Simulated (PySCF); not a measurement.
# TiNH2Cl3 (SMILES [NH2][Ti]([Cl])([Cl])[Cl]) at 6 levels

Aim: a comparison of 6 runs (M06-L/def2-SVP, PBE/def2-SVP, PBE0/def2-SVP, SVWN5/def2-SVP, TPSS/def2-SVP, CCSD(T)/def2-SVP) of TiNH2Cl3. 

The calculation is run with PySCF 2.14.0.

### 1 The system as given

The species is TiNH2Cl3 (7 atoms), meant as a singlet with charge 0. SMILES: `[NH2][Ti]([Cl])([Cl])[Cl]`. Geometry: relaxed at PBE0-D4/def2-TZVP.

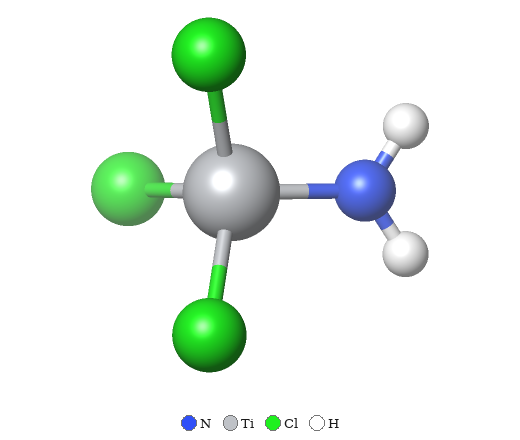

Viewed from a chosen angle; nitrogen blue, titanium light grey, chlorine green, hydrogen white.

### 2 A single-point energy at M06-L/def2-SVP (run 1)

calc.py reads:

```python
from pyscf import gto, dft

molecule = gto.M(
    atom='''
N     -1.278211     0.906313     1.536536
Ti     0.786126    -0.516462    -0.867573
Cl     3.632998    -2.725174     1.133269
Cl    -1.457735    -3.013546    -3.293415
Cl     2.328710     2.567571    -3.126552
H     -2.268049     2.522217     1.283502
H     -1.628377     0.130202     3.248250
''',
    basis='def2-svp',
    unit='bohr',
    max_memory=1860,
    verbose=3,
)

myscf = dft.RKS(molecule, xc='m06-l')
myscf.grids.level = 5
myscf.conv_tol = 1e-10
myscf.kernel()
if not myscf.converged:
    myscf = myscf.newton().run(myscf.mo_coeff, myscf.mo_occ)

energy = myscf.e_tot
print('E = %.10f Eh' % energy)
```

Started as:

```console
$ OMP_NUM_THREADS=1 python calc.py
```

Output:

```text
converged SCF energy = -2285.68939844246
E = -2285.6893984425 Eh
```

It took 55 s on 1 thread of Intel Xeon at 2.70GHz, shared host; peak memory 0.61 GiB.

### 3 A single-point energy at PBE/def2-SVP (run 2)

geometry.xyz reads:

```xyz
7
Cl3H2NTi
N     -0.676400     0.479600     0.813100
Ti     0.416000    -0.273300    -0.459100
Cl     1.922500    -1.442100     0.599700
Cl    -0.771400    -1.594700    -1.742800
Cl     1.232300     1.358700    -1.654500
H     -1.200200     1.334700     0.679200
H     -0.861700     0.068900     1.718900
```

calc.py reads:

```python
from pyscf import gto, dft

mol = gto.M(
    atom='geometry.xyz',
    basis='def2-svp',
    max_memory=1860,
    verbose=3,
    spin=0,
)

myscf = dft.RKS(mol, xc='pbe')
myscf.grids.level = 5
myscf.conv_tol = 1e-10
myscf.kernel()
if not myscf.converged:
    myscf = myscf.newton().run(myscf.mo_coeff, myscf.mo_occ)

e_final = myscf.e_tot
print('Final energy', e_final)
```

Started as:

```console
$ OMP_NUM_THREADS=1 python calc.py
```

Output:

```text
converged SCF energy = -2284.8434466223
Final energy -2284.843446622297
```

Run time: 39 s. Hardware: 1 thread of Intel Xeon at 2.70GHz, shared host; peak memory 0.6 GiB.

Runs 3 to 4 aren't shown in full; the table further down has their settings and results.

### 4 The energy at TPSS/def2-SVP (run 5)

input.py reads:

```python
from pyscf import gto, dft

system = gto.M(
    atom=[
    ('N', (-0.676400, 0.479600, 0.813100)),
    ('Ti', (0.416000, -0.273300, -0.459100)),
    ('Cl', (1.922500, -1.442100, 0.599700)),
    ('Cl', (-0.771400, -1.594700, -1.742800)),
    ('Cl', (1.232300, 1.358700, -1.654500)),
    ('H', (-1.200200, 1.334700, 0.679200)),
    ('H', (-0.861700, 0.068900, 1.718900)),
],
    max_memory=1860,
    verbose=4,
    basis='def2-svp',
    spin=0,
)

calc0 = dft.RKS(system, xc='tpss')
calc0.conv_tol = 1e-10
calc0.grids.level = 5
calc0.kernel()
if not calc0.converged:
    calc0 = calc0.newton().run(calc0.mo_coeff, calc0.mo_occ)

e_tot = calc0.e_tot
print('E = %.10f Eh' % e_tot)
```

Started as:

```console
$ OMP_NUM_THREADS=1 python input.py
```

Output:

```text
PySCF version 2.14.0

[... 82 lines left out ...]
converged SCF energy = -2285.80661092254
E = -2285.8066109225 Eh
```

It took 55 s on 1 thread of Intel Xeon at 2.70GHz, shared host; peak memory 0.61 GiB.

### 5 The energy at CCSD(T)/def2-SVP (run 6)

job.py reads:

```python
from pyscf import gto, cc

mol = gto.M(
    atom='''
N       -0.676400       0.479600       0.813100
Ti       0.416000      -0.273300      -0.459100
Cl       1.922500      -1.442100       0.599700
Cl      -0.771400      -1.594700      -1.742800
Cl       1.232300       1.358700      -1.654500
H       -1.200200       1.334700       0.679200
H       -0.861700       0.068900       1.718900
''',
    spin=0,
    max_memory=1860,
    charge=0,
    basis='def2-svp',
    verbose=4,
)

mf = mol.RHF()
mf.conv_tol = 1e-10
mf.kernel()
if not mf.converged:
    mf = mf.newton().run(mf.mo_coeff, mf.mo_occ)

mycc = cc.CCSD(mf, frozen=21)
mycc.kernel()
e_t = mycc.ccsd_t()
etot = mycc.e_tot + e_t
print('Final energy', etot)
```

Started as:

```console
$ OMP_NUM_THREADS=1 python job.py
```

Output:

```text
PySCF version 2.14.0

[... 69 lines left out ...]
converged SCF energy = -2282.14094212138
[... 12 lines left out ...]
Init t2, MP2 energy = -2283.0342846185  E_corr(MP2) -0.8933424971228
[... 19 lines left out ...]
CCSD converged
[... 2 lines left out ...]
Final energy -2283.1027009934023
```

Run time: 1.8 min. Hardware: 1 thread of Intel Xeon at 2.70GHz, shared host; peak memory 0.76 GiB.

### 6 All runs side by side

```tsv
run	level	integration grid	frozen core orbitals	energy (Eh)	dipole moment (D) of the reference	HOMO energy (eV)	LUMO energy (eV)	wall time
1	M06-L/def2-SVP	5	–	-2285.689398	3.23	-7.34	-4.10	55 s
2	PBE/def2-SVP	5	–	-2284.843447	3.07	-6.86	-3.90	39 s
3	PBE0/def2-SVP	5	–	-2284.958833	3.21	-8.36	-3.15	30 s
4	SVWN5/def2-SVP	5	–	-2278.776318	3.07	-6.95	-4.03	16 s
5	TPSS/def2-SVP	5	–	-2285.806611	3.17	-7.03	-3.97	55 s
6	CCSD(T)/def2-SVP	–	21	-2283.102701	3.26	-11.75	0.79	1.8 min
```

### 7 What came out

| quantity | value |
| --- | --- |
| run 6: total energy | -2283.10270 Eh |
| run 6: dipole moment (Hartree–Fock density) | 3.26 D |
| run 6: HOMO energy (Hartree–Fock orbitals) | -11.75 eV |
| run 6: LUMO energy (Hartree–Fock orbitals) | 0.79 eV |
| run 6: HOMO–LUMO gap (Hartree–Fock orbitals) | 12.55 eV |
| run 6: correlation energy (21 core orbitals frozen) | -961.8 mEh |
| run 6: (T) correction | -45.32 mEh |
| run 6: T1 diagnostic | 0.022 |

In words: Over runs 1, 2, 3, 4, 5 the dipole moment (its size) runs from 3.07 D (PBE/def2-SVP) to 3.23 D (M06-L/def2-SVP). Over runs 1, 2, 3, 4, 5 the HOMO–LUMO gap runs from 2.93 eV (SVWN5/def2-SVP) to 5.21 eV (PBE0/def2-SVP). Totals of different functionals can't be ranked against each other. All runs together took 5 min, the longest 1.8 min.
